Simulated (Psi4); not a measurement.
# CH6NPSi (SMILES C1NP[SiH2]1): MP2/def2-SVP

What is the vertical singlet–triplet gap of CH6NPSi at MP2/def2-SVP? 

Program for the calculation: Psi4 1.11.

2 further runs of the same task are left out: 2 set aside as unsound or not needed.

**1. Starting point**

CH6NPSi: 10 atoms, total charge 0, spin state singlet. As SMILES, `C1NP[SiH2]1`. Geometry: relaxed at PBE0-D4/def2-TZVP.

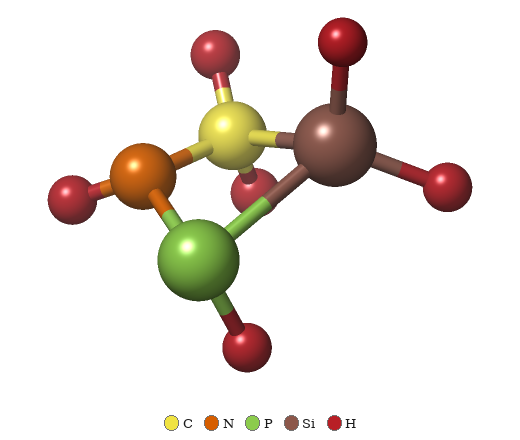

The structure, seen from a chosen angle (carbon yellow, nitrogen orange, phosphorus green, silicon brown, hydrogen red).

**2. The energy at MP2/def2-SVP**

File calc.py:

```python
import psi4

psi4.set_memory('1600 MB')
psi4.set_num_threads(1)
psi4.core.set_output_file('output.dat', False)

geom = psi4.geometry("""
0 1
C
N 1 1.465875
P 2 1.73714 1 108.83004
Si 1 1.900268 2 91.57274 3 -28.11659
H 1 1.093606 2 113.02624 3 -150.33392
H 1 1.100305 5 108.77821 2 126.95517
H 2 1.011536 1 117.5597 5 70.65377
H 3 1.446071 2 101.49914 7 76.24281
H 4 1.485678 1 113.58757 5 27.11342
H 4 1.4868 9 109.56955 1 135.114
symmetry c1
""")

psi4.set_options({
    'basis': 'def2-SVP',
    'puream': True,
    'e_convergence': 1e-09,
    'd_convergence': 1e-08,
    'scf_type': 'pk',
    'num_frozen_docc': 12,
    'mp2_type': 'conv',
})

e = psi4.energy("mp2")
print(f'total energy {e:.8f} hartree = {e * 27.211386:.5f} eV')
for k, v in sorted(psi4.core.scalar_variables().items()):
    print(f'{k:45s} {v:18.10f}')
```

Started as:

```
python calc.py
```

output.dat:

```text
[...]
  Running in c1 symmetry.
[...]
  Nuclear repulsion =  222.369209381555947
[...]
  Multiplicity = 1
[...]
  Nalpha       = 24
  Nbeta        = 24
[...]
    Number of basis functions: 94
[...]
   @RHF iter   1:  -725.08775771704563   -2.45006e-01   3.77121e-03 ADIIS/DIIS
[...]
   @RHF iter  12:  -725.17621993559067   -4.66116e-12   4.86011e-09 DIIS
[...]
    Orbital Energies [Eh]
    ---------------------
    Doubly Occupied:
       1A    -79.918508     2A    -68.760441     3A    -15.552306
       4A    -11.251557     5A     -7.486842     6A     -6.133764
       7A     -5.385452     8A     -5.384585     9A     -5.383736
      10A     -4.243817    11A     -4.243089    12A     -4.242942
      13A     -1.181364    14A     -0.889452    15A     -0.825229
      16A     -0.671059    17A     -0.649997    18A     -0.601934
      19A     -0.555961    20A     -0.485459    21A     -0.447866
      22A     -0.437080    23A     -0.376888    24A     -0.345322
[...]
  @RHF Final Energy:  -725.17621993559067
   => Energetics <=
    Nuclear Repulsion Energy =            222.3692093815559474
    One-Electron Energy =               -1444.1815601740120201
    Two-Electron Energy =                 496.6361308568654067
    Total Energy =                       -725.1762199355906660
[...]
 Multipole Moments:
 ------------------------------------------------------------------------------------
     Multipole            Electronic (a.u.)      Nuclear  (a.u.)        Total (a.u.)
 ------------------------------------------------------------------------------------
 L = 1.  Multiply by 2.5417464519 to convert [e a0] to [Debye]
 Dipole X            :          0.5209642           -0.8496814           -0.3287173
 Dipole Y            :         -2.0302610            2.2118009            0.1815399
 Dipole Z            :          4.2704851           -4.8529146           -0.5824295
 Magnitude           :                                                    0.6929906
[...]
	SCS-MP2 Total Energy (a.u.)        :  -725.69862976418324
	SOS-MP2 Total Energy (a.u.)        :  -725.65927884623659
	SCSN-MP2 Total Energy (a.u.)       :  -725.38399278234908
[...]
	SOS-PI-MP2 Total Energy (a.u.)     :  -725.73978866467758
[...]
	MP2 Total Energy (a.u.)            :  -725.69682178163555
[...]
```

Standard output:

```text
total energy -725.69682178 hartree = -19747.21634 eV
CURRENT CORRELATION ENERGY                         -0.5206018460
CURRENT ENERGY                                   -725.6968217816
CURRENT REFERENCE ENERGY                         -725.1762199356
DD SOLVATION ENERGY                                 0.0000000000
HF KINETIC ENERGY                                 724.6419690024
HF POTENTIAL ENERGY                             -1449.8181889380
HF TOTAL ENERGY                                  -725.1762199356
HF VIRIAL RATIO                                     2.0007372619
MP2 CORRELATION ENERGY                             -0.5206018460
MP2 DOUBLES ENERGY                                 -0.5206018460
MP2 OPPOSITE-SPIN CORRELATION ENERGY               -0.4025490922
MP2 SAME-SPIN CORRELATION ENERGY                   -0.1180527538
MP2 SINGLES ENERGY                                  0.0000000000
MP2 TOTAL ENERGY                                 -725.6968217816
NUCLEAR REPULSION ENERGY                          222.3692093816
ONE-ELECTRON ENERGY                             -1444.1815601740
PCM POLARIZATION ENERGY                             0.0000000000
PE ENERGY                                           0.0000000000
SCF ITERATION ENERGY                             -725.1762199356
SCF ITERATIONS                                     12.0000000000
SCF TOTAL ENERGY                                 -725.1762199356
SCS(N)-MP2 CORRELATION ENERGY                      -0.2077728468
SCS(N)-MP2 TOTAL ENERGY                          -725.3839927823
SCS-MP2 CORRELATION ENERGY                         -0.5224098286
SCS-MP2 TOTAL ENERGY                             -725.6986297642
SCS-MP2-VDW CORRELATION ENERGY                     -0.5742892149
SCS-MP2-VDW TOTAL ENERGY                         -725.7505091505
SOS-MP2 CORRELATION ENERGY                         -0.4830589106
SOS-MP2 TOTAL ENERGY                             -725.6592788462
SOS-PI-MP2 CORRELATION ENERGY                      -0.5635687291
SOS-PI-MP2 TOTAL ENERGY                          -725.7397886647
TWO-ELECTRON ENERGY                               496.6361308569
```

Run time: 6.3 s. Hardware: 1 thread of Intel Xeon Platinum 8488C (Sapphire Rapids), shared host; peak memory 0.51 GiB.

**3. The triplet**

File input.dat:

```
memory 1.6 GB

molecule m {
  0 3
  C
  N 1 1.465875
  P 2 1.73714 1 108.83004
  Si 1 1.900268 2 91.57274 3 -28.11659
  H 1 1.093606 2 113.02624 3 -150.33392
  H 1 1.100305 5 108.77821 2 126.95517
  H 2 1.011536 1 117.5597 5 70.65377
  H 3 1.446071 2 101.49914 7 76.24281
  H 4 1.485678 1 113.58757 5 27.11342
  H 4 1.4868 9 109.56955 1 135.114
  symmetry c1
  no_reorient
  no_com
}

set basis def2-SVP
set reference uhf
set puream true
set e_convergence 1e-09
set d_convergence 1e-08
set scf_type pk
set num_frozen_docc 12
set mp2_type conv
set maxiter 100

energy("mp2")
```

Started as:

```
psi4 -i input.dat -o output.dat -n 1
```

output.dat:

```text
[...]
  Running in c1 symmetry.
[...]
  Nuclear repulsion =  222.369209381555947
[...]
  Multiplicity = 3
[...]
  Nalpha       = 25
  Nbeta        = 23
[...]
    Number of basis functions: 94
[...]
   @UHF iter   1:  -724.87910630201009   -3.63549e-02   4.07575e-03 DIIS/ADIIS
[...]
   @UHF iter  23:  -725.00535656342026   -3.97904e-12   6.60906e-09 DIIS
[...]
   @S^2 Observed:                2.019697189E+00
[...]
    Orbital Energies [Eh]
    ---------------------
    Alpha Occupied:
       1A    -79.970413     2A    -68.738310     3A    -15.545052
       4A    -11.251536     5A     -7.533147     6A     -6.117148
       7A     -5.440090     8A     -5.433642     9A     -5.429255
      10A     -4.230040    11A     -4.224024    12A     -4.223719
      13A     -1.192144    14A     -0.899090    15A     -0.854453
      16A     -0.693000    17A     -0.649609    18A     -0.609853
      19A     -0.575280    20A     -0.488446    21A     -0.470547
      22A     -0.450785    23A     -0.425628    24A     -0.380695
      25A     -0.164396
    Alpha Virtual:
[...]
  @UHF Final Energy:  -725.00535656342026
   => Energetics <=
    Nuclear Repulsion Energy =            222.3692093815559474
    One-Electron Energy =               -1443.7931297156210348
    Two-Electron Energy =                 496.4185637706447665
    Total Energy =                       -725.0053565634202641
  UHF NO Occupations:
  HONO-2 :   23  A 1.9931782
  HONO-1 :   24  A 1.0000000
[...]
 Multipole Moments:
 ------------------------------------------------------------------------------------
     Multipole            Electronic (a.u.)      Nuclear  (a.u.)        Total (a.u.)
 ------------------------------------------------------------------------------------
 L = 1.  Multiply by 2.5417464519 to convert [e a0] to [Debye]
 Dipole X            :          0.4644620           -0.8496814           -0.3852195
 Dipole Y            :         -2.1829111            2.2118009            0.0288898
 Dipole Z            :          4.9054105           -4.8529146            0.0524959
 Magnitude           :                                                    0.3898519
[...]
	SCS-MP2 Total Energy (a.u.)        :  -725.51448507235341
	SOS-MP2 Total Energy (a.u.)        :  -725.47407018352010
	SCSN-MP2 Total Energy (a.u.)       :  -725.21874717645994
[...]
	SOS-PI-MP2 Total Energy (a.u.)     :  -725.55218912020348
[...]
	MP2 Total Energy (a.u.)            :  -725.51719591333665
[...]
```

It took 7.8 s on 1 thread of Intel Xeon Platinum 8488C (Sapphire Rapids), shared host; peak memory 0.51 GiB.

**4. Results**

At MP2/def2-SVP, 12 core orbitals frozen:

| quantity | value |
| --- | --- |
| singlet: total energy | -725.69682 Eh |
| singlet: HOMO energy (Hartree–Fock orbitals) | -9.40 eV |
| singlet: LUMO energy (Hartree–Fock orbitals) | 3.50 eV |
| singlet: HOMO–LUMO gap (Hartree–Fock orbitals) | 12.90 eV |
| singlet: correlation energy (12 core orbitals frozen) | -520.6 mEh |
| triplet: total energy | -725.51720 Eh |
| triplet: HOMO energy (Hartree–Fock orbitals) (highest over α and β) | -4.47 eV |
| triplet: LUMO energy (Hartree–Fock orbitals) (lowest over α and β) | -0.17 eV |
| triplet: correlation energy (12 core orbitals frozen) | -511.8 mEh |
| triplet: ⟨S²⟩ of the reference determinant | 2.020 |
| vertical energy of the triplet above the singlet | 4.888 eV |

What this shows: At this shape the triplet lies 4.89 eV (113 kcal/mol) above the singlet.
